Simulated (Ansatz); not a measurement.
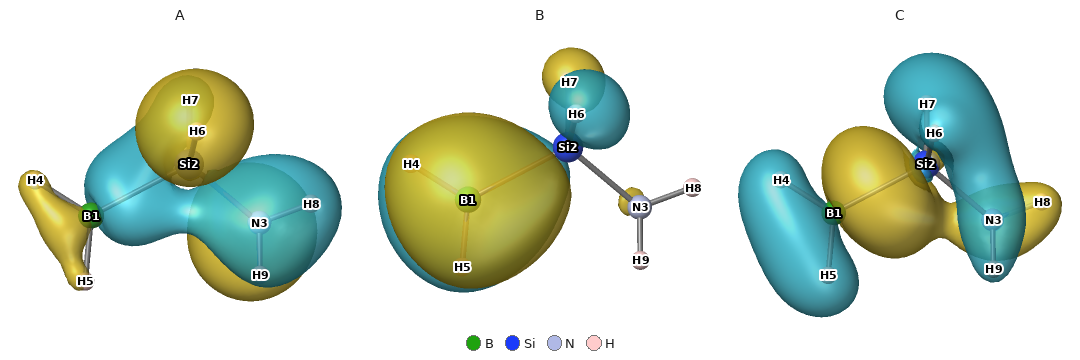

Figure 1: BH₆NSi. Three frontier orbitals at ±0.08 Å⁻³ᐟ² (yellow and cyan are the two phases), in no order.

Geometry: PBE0-D4/def2-TZVP.

Method: Ansatz 0.2.0, RKS PBE0-D4/def2-TZVPP.

```xyz
9

B    -0.9120    0.0186   -1.0357
Si    0.6369    0.1350    0.2270
N     0.8662   -1.3346    1.0995
H    -1.0408    0.8329   -1.9032
H    -1.7725   -0.8080   -0.9341
H     0.3317    1.3467    1.0677
H     1.9187    0.4508   -0.4643
H     1.6455   -1.4368    1.7296
H     0.0608   -1.8319    1.4439
```

**Order the three orbitals by energy and name them.**

C is the HOMO−1 (−8.31 eV). It lies mainly on B1 (about 30 %), Si2 (about 30 %), N3 (about 10 %), H7 (about 10 %) and H5 (about 5 %). A is the HOMO (−7.26 eV). By Hirshfeld shares it lies mainly on N3 (about 55 %), Si2 (about 15 %) and H6 (about 15 %). B is the LUMO (−2.25 eV). Its weight (Hirshfeld) is mainly on B1 (about 65 %), Si2 (about 15 %), H5 (about 5 %) and H4 (about 5 %).

**What is the HOMO–LUMO gap?**

5.01 eV between the orbital energies.
